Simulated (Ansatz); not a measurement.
# F− with CH6Si: superposition error and deformation, part 2 of 2

Ansatz 0.2.0, Gaussian basis. Earlier steps stand in the parts before.

### Step 11. B3LYP-D4/def2-TZVPPD

free-b/in.yaml reads:

```yaml
crystal:
  periodic: [false, false, false]
  atoms:
    - {symbol: C, position_ang: [0.486206, -0.162140, 0.952302]}
    - {symbol: Si, position_ang: [-0.694236, 0.127528, -0.469669]}
    - {symbol: H, position_ang: [1.515950, -0.228162, 0.594282]}
    - {symbol: H, position_ang: [0.246940, -1.092772, 1.471532]}
    - {symbol: H, position_ang: [0.429886, 0.654344, 1.675562]}
    - {symbol: H, position_ang: [-0.367719, 1.396828, -1.174443]}
    - {symbol: H, position_ang: [-2.096562, 0.215236, 0.020381]}
    - {symbol: H, position_ang: [-0.614624, -0.985047, -1.454699]}
basis:
  gaussian: {orbitals: "def2-TZVPPD.json"}
hamiltonian: {xc: {name: B3LYP}, dispersion: d4}
```

Run with:

```sh
> ansatz run in.yaml --threads 4 --pin off --events-out ev --progress --plain --max-ram 9574MiB
```

The program printed:

```text
Functional definition: B3LYP
  name "B3LYP"
  cite "Stephens, Devlin, Chabalowski & Frisch, J. Phys. Chem. 98, 11623 (1994) doi:10.1021/j100096a001"
  cite "Becke, Phys. Rev. A 38, 3098 (1988) doi:10.1103/PhysRevA.38.3098"
  cite "Lee, Yang & Parr, Phys. Rev. B 37, 785 (1988) doi:10.1103/PhysRevB.37.785"
  cite "Vosko, Wilk & Nusair, Can. J. Phys. 58, 1200 (1980) doi:10.1139/p80-159"
  parameter a0 = 0.2
  parameter ax = 0.72
  parameter ac = 0.81
  exchange = (1 - a0 - ax)*slater_x + ax*b88_x + a0*exact_x
  correlation = (1 - ac)*vwn_rpa_c + ac*lyp_c
843 factors; their error is unknown
mean field evaluation 1: about -9008.0835 eV, gradient 5.2e1 eV
mean field evaluation 2: about -9004.2683 eV, gradient 6.0e1 eV
mean field evaluation 4: about -9014.1047 eV, gradient 9.4e-1 eV
mean field evaluation 8: about -9014.1043 eV, gradient 1.5e-2 eV
mean field -9014.10433835 eV, -331.2622244551 hartree, gradient 1.3e-5 eV, S^2 0.000000; 0 other end points of the search recorded, 0 dependent functions left out
reference -9014.10458882 eV, -331.2622336596 hartree; 13, 13 occupied and 174, 174 virtual orbitals, 843 factors
Total energy: -9014.26902044 eV, -331.2682764100 hartree
```

Run time: 1.3 s. Hardware: 4 threads of Arm Neoverse V1, shared host.

### Step 12. wB97X-V/def2-TZVPPD

Edit free-b/in.yaml of step 11 so:

```diff
@@ -13,2 +13,2 @@
   gaussian: {orbitals: "def2-TZVPPD.json"}
-hamiltonian: {xc: {name: B3LYP}, dispersion: d4}
+hamiltonian: {xc: {name: wB97X-V}}
```

Run with:

```sh
> ansatz run in.yaml --threads 4 --pin off --events-out ev --progress --plain --max-ram 9574MiB
```

The program printed, shortened:

```text
[... 5 set-up lines as earlier in the session ...]
[...]
      + integral(e_c_pw_opposite_spin*poly(b97_u_opposite, cos0, cos1)) + vv10(b, c)
843 factors; their error is unknown
273 factors; integrals over basis functions are off by at most 1.2e-5 eV
[...]
mean field -9011.67583230 eV, -331.1729785037 hartree, gradient 2.6e-5 eV, S^2 0.000000; 0 other end points of the search recorded, 0 dependent functions left out
reference -9011.67583029 eV, -331.1729784298 hartree; 13, 13 occupied and 174, 174 virtual orbitals, 843 factors
Total energy: -9011.67583029 eV, -331.1729784298 hartree
```

Run time: 3.2 s. Hardware: 4 threads of Arm Neoverse V1, shared host.

### Step 13. wB97M-V/def2-TZVPPD

Edit free-b/in.yaml of step 12 so:

```diff
@@ -13,2 +13,2 @@
   gaussian: {orbitals: "def2-TZVPPD.json"}
-hamiltonian: {xc: {name: wB97X-V}}
+hamiltonian: {xc: {name: wB97M-V}}
```

Run with:

```sh
> ansatz run in.yaml --threads 4 --pin off --events-out ev --progress --plain --max-ram 9574MiB
```

The program printed, shortened:

```text
[... 5 set-up lines as earlier in the session ...]
  # Of w^i u^j: cxij and so on, Table III.
[...]
  gx(w, u) = 1 - cx + cx01*u + cx10*w
  gss(w, u) = css00 + css04*u^4 + css10*w + css20*w^2 + css43*w^4*u^3
  gos(w, u) = cos00 + cos10*w + (cos20 + cos21*u)*w^2 + (cos60 + cos61*u)*w^6
[...]
      + integral(e_c_pw_mod_opposite_spin*gos(b97_w_opposite, b97_u_opposite)) + vv10(b, c)
838 factors; their error is unknown
273 factors; integrals over basis functions are off by at most 1.2e-5 eV
[...]
mean field -9011.52362420 eV, -331.1673849593 hartree, gradient 1.2e-5 eV, S^2 0.000000; 0 other end points of the search recorded, 0 dependent functions left out
reference -9011.52367580 eV, -331.1673868554 hartree; 13, 13 occupied and 174, 174 virtual orbitals, 838 factors
Total energy: -9011.52367580 eV, -331.1673868554 hartree
```

Wall time 3.8 s (4 threads of Arm Neoverse V1, shared host).

### Step 14. B2PLYP/def2-TZVPPD

Edit free-b/in.yaml of step 13 so:

```diff
@@ -13,2 +13,2 @@
   gaussian: {orbitals: "def2-TZVPPD.json"}
-hamiltonian: {xc: {name: wB97M-V}}
+hamiltonian: {xc: {name: B2PLYP}}
```

Run with:

```sh
> ansatz run in.yaml --threads 4 --pin off --events-out ev --progress --plain --max-ram 9574MiB
```

The program printed, shortened:

```text
[... 5 set-up lines as earlier in the session ...]
[...]
1026 factors; integrals over basis functions are off by at most 1.1e-3 eV
[...]
mean field -9005.88553676 eV, -330.9601890675 hartree, gradient 7.5e-6 eV, S^2 0.000000; 0 other end points of the search recorded, 0 dependent functions left out
6 core orbitals not correlated: weight in the atoms' cores, before any rotation towards them, 1.000 or more for the frozen orbitals, at most 0.000 for the correlated occupied ones
reference -9005.88569087 eV, -330.9601947309 hartree; 7, 7 occupied and 174, 174 virtual orbitals, 1026 factors
second order -10.54455273 eV of doubles, -0.00000000 eV of singles
Total energy: -9008.73272011 eV, -331.0648211256 hartree
```

Wall time 1.9 s (4 threads of Arm Neoverse V1, shared host).

### Step 15. BLYP-D4/def2-TZVPPD

Edit free-b/in.yaml of step 14 so:

```diff
@@ -13,2 +13,2 @@
   gaussian: {orbitals: "def2-TZVPPD.json"}
-hamiltonian: {xc: {name: B2PLYP}}
+hamiltonian: {xc: {name: BLYP}, dispersion: d4}
```

Run with:

```sh
> ansatz run in.yaml --threads 4 --pin off --events-out ev --progress --plain --max-ram 9574MiB
```

The program printed:

```text
Functional definition: BLYP
  name "BLYP"
[... 2 set-up lines as earlier in the session ...]
  parameter beta = 0.0042
  parameter a = 0.04918
  parameter b = 0.132
  parameter c = 0.2533
  parameter d = 0.349
  exchange = b88_x(beta = beta)
  correlation = lyp_c(a = a, b = b, c = c, d = d)
833 factors; their error is unknown
mean field evaluation 1: about -9003.0577 eV, gradient 6.3e1 eV
mean field evaluation 2: about -8988.7222 eV, gradient 8.7e1 eV
mean field evaluation 4: about -9012.2303 eV, gradient 3.0e0 eV
mean field evaluation 8: about -9012.2537 eV, gradient 3.7e-2 eV
mean field evaluation 16: about -9012.2254 eV, gradient 3.4e-5 eV
mean field -9012.22543492 eV, -331.1931760275 hartree, gradient 3.4e-5 eV, S^2 0.000000; 0 other end points of the search recorded, 0 dependent functions left out
reference -9012.22578051 eV, -331.1931887277 hartree; 13, 13 occupied and 174, 174 virtual orbitals, 833 factors
Total energy: -9012.45686724 eV, -331.2016810084 hartree
```

Run time: 1.1 s. Hardware: 4 threads of Arm Neoverse V1, shared host.

### Step 16. revPBE-D4/def2-TZVPPD

Edit free-b/in.yaml of step 15 so:

```diff
@@ -13,2 +13,2 @@
   gaussian: {orbitals: "def2-TZVPPD.json"}
-hamiltonian: {xc: {name: BLYP}, dispersion: d4}
+hamiltonian: {xc: {name: revPBE}, dispersion: d4}
```

Run with:

```sh
> ansatz run in.yaml --threads 4 --pin off --events-out ev --progress --plain --max-ram 9574MiB
```

The program printed, shortened:

```text
Functional definition: revPBE
  name "revPBE"
  cite "Zhang & Yang, Phys. Rev. Lett. 80, 890 (1998) doi:10.1103/PhysRevLett.80.890"
[... 1 set-up line as earlier in the session ...]
  parameter kappa = 1.245
[... 3 set-up lines as earlier in the session ...]
833 factors; their error is unknown
mean field evaluation 1: about -9003.4209 eV, gradient 5.8e1 eV
mean field evaluation 2: about -8992.2629 eV, gradient 7.9e1 eV
mean field evaluation 4: about -9011.2232 eV, gradient 2.5e0 eV
mean field evaluation 8: about -9011.2380 eV, gradient 2.9e-2 eV
mean field evaluation 16: about -9011.2110 eV, gradient 3.5e-5 eV
mean field -9011.21104862 eV, -331.1558980186 hartree, gradient 3.5e-5 eV, S^2 0.000000; 0 other end points of the search recorded, 0 dependent functions left out
reference -9011.21110316 eV, -331.1559000228 hartree; 13, 13 occupied and 174, 174 virtual orbitals, 833 factors
Total energy: -9011.55778140 eV, -331.1686402134 hartree
```

It took 0.95 s on 4 threads of Arm Neoverse V1, shared host.

### Step 17. B97M-V/def2-TZVPPD

Edit free-b/in.yaml of step 16 so:

```diff
@@ -13,2 +13,2 @@
   gaussian: {orbitals: "def2-TZVPPD.json"}
-hamiltonian: {xc: {name: revPBE}, dispersion: d4}
+hamiltonian: {xc: {name: B97M-V}}
```

Run with:

```sh
> ansatz run in.yaml --threads 4 --pin off --events-out ev --progress --plain --max-ram 9574MiB
```

The program printed, shortened:

```text
[... 5 set-up lines as earlier in the session ...]
  # Of w^i u^j: cxij and so on, Table III.
[...]
  gx(w, u) = cx00 + cx01*u + cx02*u^2 + (cx10 + cx11*u)*w
  gss(w, u) = css00 + css02*u^2 + css10*w + (css32*w^3 + css42*w^4)*u^2
  gos(w, u) = cos00 + cos01*u + cos03*u^3 + cos10*w + cos32*w^3*u^2
[...]
      + integral(e_c_pw_mod_opposite_spin*gos(b97_w_opposite, b97_u_opposite)) + vv10(b, c)
833 factors; their error is unknown
[...]
mean field -9011.24509903 eV, -331.1571493481 hartree, gradient 2.0e-5 eV, S^2 0.000000; 0 other end points of the search recorded, 0 dependent functions left out
reference -9011.24515981 eV, -331.1571515818 hartree; 13, 13 occupied and 174, 174 virtual orbitals, 833 factors
Total energy: -9011.24515981 eV, -331.1571515818 hartree
```

Run time: 3.7 s. Hardware: 4 threads of Arm Neoverse V1, shared host.

### Step 18. HSE06-D4/def2-TZVPPD

Edit free-b/in.yaml of step 17 so:

```diff
@@ -13,2 +13,2 @@
   gaussian: {orbitals: "def2-TZVPPD.json"}
-hamiltonian: {xc: {name: B97M-V}}
+hamiltonian: {xc: hse06, dispersion: d4}
```

Run with:

```sh
> ansatz run in.yaml --threads 4 --pin off --events-out ev --progress --plain --max-ram 9574MiB
```

The program printed, shortened:

```text
Functional definition: HSE06
  name "HSE06"
  cite "Heyd, Scuseria & Ernzerhof, J. Chem. Phys. 118, 8207 (2003) doi:10.1063/1.1564060"
  cite "Krukau, Vydrov, Izmaylov & Scuseria, J. Chem. Phys. 125, 224106 (2006) doi:10.1063/1.2404663"
  cite "Heyd & Scuseria, J. Chem. Phys. 120, 7274 (2004) doi:10.1063/1.1668634"
  cite "Ernzerhof & Perdew, J. Chem. Phys. 109, 3313 (1998) doi:10.1063/1.476928"
[... 2 set-up lines as earlier in the session ...]
[...]
  # The whole range is PBE's own exchange, as in plane waves. The composition of these papers is wPBEh.
[...]
850 factors; their error is unknown
98 factors; integrals over basis functions are off by at most 3.4e-6 eV
[...]
mean field -9008.10615061 eV, -331.0417951212 hartree, gradient 4.6e-5 eV, S^2 0.000000; 0 other end points of the search recorded, 0 dependent functions left out
reference -9008.10619042 eV, -331.0417965844 hartree; 13, 13 occupied and 174, 174 virtual orbitals, 850 factors
Total energy: -9008.18395559 eV, -331.0446544014 hartree
```

Wall time 1.2 s (4 threads of Arm Neoverse V1, shared host).

### Step 19. CCSD(T)/def2-TZVPPD

Edit free-b/in.yaml of step 18 so:

```diff
@@ -13,2 +13,2 @@
   gaussian: {orbitals: "def2-TZVPPD.json"}
-hamiltonian: {xc: hse06, dispersion: d4}
+correlation: {method: ccsd_t}
```

Run with:

```sh
> ansatz run in.yaml --threads 4 --pin off --events-out ev --progress --plain --max-ram 9574MiB
```

The program printed, shortened:

```text
[... 4 set-up lines as earlier in the session ...]
[...]
1026 factors; integrals over basis functions are off by at most 1.1e-3 eV
[...]
mean field -8988.50985347 eV, -330.3216444841 hartree, gradient 2.3e-6 eV, S^2 0.000000; 0 other end points of the search recorded, 0 dependent functions left out
6 core orbitals not correlated: weight in the atoms' cores, before any rotation towards them, 1.000 or more for the frozen orbitals, at most 0.000 for the correlated occupied ones
reference -8988.50985347 eV, -330.3216444841 hartree; 7, 7 occupied and 174, 174 virtual orbitals, 1026 factors
second order -8.68922910 eV of doubles, -0.00000000 eV of singles
cycle   1  -9.43999797 eV  change   -7.5e-1 eV  update   6.4e-2
[...]
cycle   8  -9.75662702 eV  change   -6.9e-6 eV  update   1.4e-5
perturbative correction -0.31206349 eV, -0.0114681218 hartree
Total energy: -8998.57854398 eV, -330.6916620356 hartree
```

Run time: 10 s. Hardware: 4 threads of Arm Neoverse V1, shared host; peak memory 1.8 GiB.

### Step 20. The split

```tsv
method	interaction with counterpoise (kcal/mol)	without	superposition error	deformation	binding energy
PBE-D4	-57.18	-57.47	0.29	20.84	-36.34
revPBE-D4	-56.39	-56.71	0.32	20.91	-35.49
BLYP-D4	-54.51	-54.84	0.33	21.93	-32.58
r2SCAN-D4	-62.84	-63.01	0.17	23.15	-39.69
B97M-V	-64.71	-64.87	0.16	23.26	-41.45
PBE0-D4	-62.26	-62.41	0.15	23.32	-38.94
B3LYP-D4	-59.38	-59.58	0.20	23.97	-35.41
HSE06-D4	-62.22	-62.37	0.15	23.27	-38.94
wB97X-V	-61.75	-61.89	0.14	24.80	-36.95
wB97M-V	-62.78	-62.90	0.13	24.43	-38.35
B2PLYP	-58.67	-59.38	0.71	24.94	-33.73
Hartree-Fock	-63.84	-63.95	0.11	29.46	-34.38
MP2	-60.25	-62.25	2.01	25.81	-34.43
CCSD	-61.10	-62.92	1.82	25.28	-35.83
CCSD(T)	-60.34	-62.35	2.01	24.54	-35.80
```

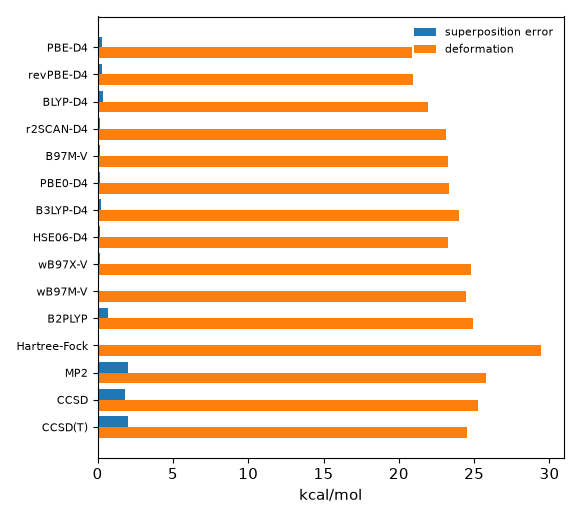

Superposition error and deformation energy by method.

### Step 21. What came out

What follows sums up all 2 parts.

| quantity | value |
| --- | --- |
| interaction, CCSD(T) | -60.34 kcal/mol |
| superposition error | 2.01 kcal/mol |
| deformation | 24.54 kcal/mol |
| binding energy | -35.80 kcal/mol |

What this shows: In this basis the superposition error is 2.01 kcal/mol for CCSD(T) and 0.21 kcal/mol on average for the plain functionals: correlated methods borrow far more, since they need many more functions to converge. Deformation takes back 41 % of the interaction.
